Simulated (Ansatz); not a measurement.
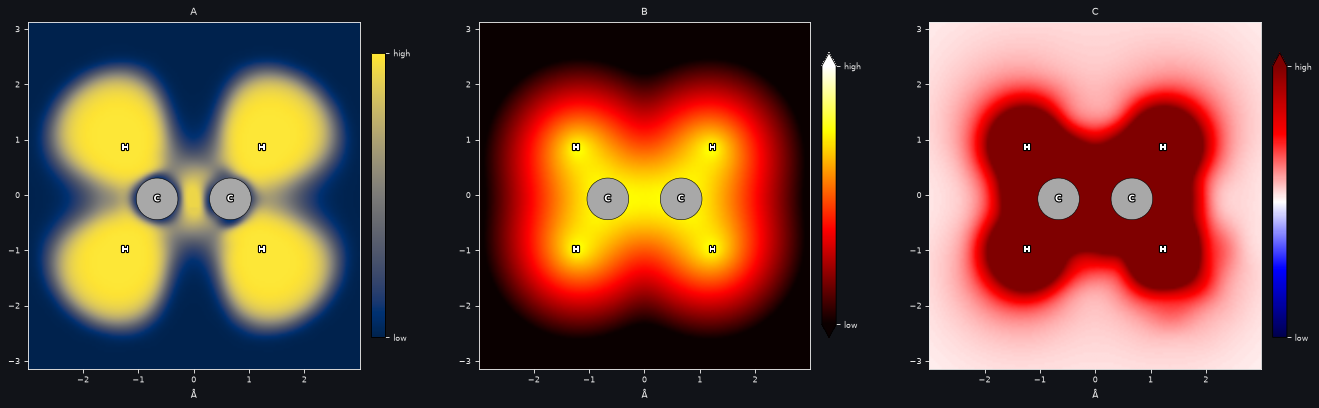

C₂H₄···H₂Te (SMILES C=C.[TeH2]): 3 fields on the plane of atoms C1, C2 and H5, with unlabelled colour scales. Grey discs cover the atomic cores.

Geometry: PBE0-D4/def2-TZVP; core potentials replace the inner electrons of Te.

Theory: RKS PBE0-D4/def2-TZVPPD in Ansatz 0.2.0.

```yaml
atoms:
  - { symbol: C, position_ang: [-0.0879, 0.8392, -1.1919] }
  - { symbol: C, position_ang: [0.0781, -0.4616, -1.3825] }
  - { symbol: H, position_ang: [-1.0665, 1.3033, -1.2480] }
  - { symbol: H, position_ang: [0.7483, 1.4950, -0.9743] }
  - { symbol: H, position_ang: [1.0571, -0.9256, -1.3291] }
  - { symbol: H, position_ang: [-0.7578, -1.1167, -1.6026] }
  - { symbol: Te, position_ang: [-0.6033, -0.3931, 2.0933] }
  - { symbol: H, position_ang: [1.0191, -0.1357, 1.9065] }
  - { symbol: H, position_ang: [-0.3871, -0.6050, 3.7284] }
```

Which field does each panel show? The fields are: electron density, electron localisation function and electrostatic potential.

Answer. Panel A: electron localisation function. Panel B: electron density. Panel C: electrostatic potential (strongly positive close to the atoms and fading to about zero outside). From the grid: C–C (1.33 Å): ρ at the midpoint is about 2.4 e/Å³; the ELF peaks at about 0.95 between the atoms (a short, multiple covalent bond). C–H (1.08 Å): the density is about 2.1 e/Å³ at the midpoint; the ELF climbs to about 1 towards the hydrogen, as it does in any bond to H: an ordinary covalent bond to hydrogen.
